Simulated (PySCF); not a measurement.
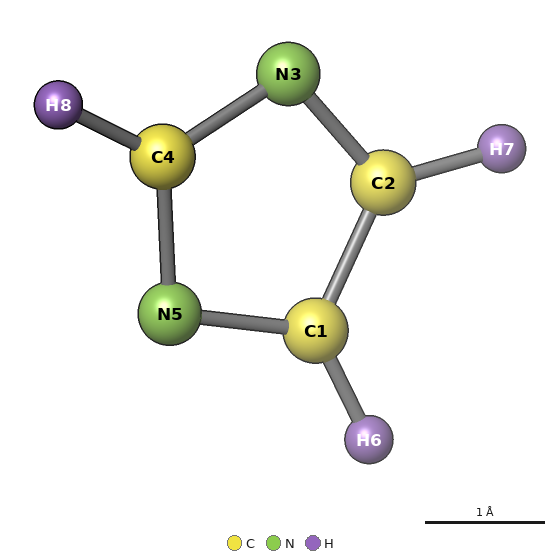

Orthographic view. Distant atoms are faded towards the background colour. Charge −1, singlet. Geometry: a frame of a GFN2-xTB molecular-dynamics simulation, not a minimum.

Write the connection table.

C1: C2, N5, H6
C2: C1, N3, H7
N3: C2, C4
C4: N3, N5, H8
N5: C1, C4
H6: C1
H7: C2
H8: C4
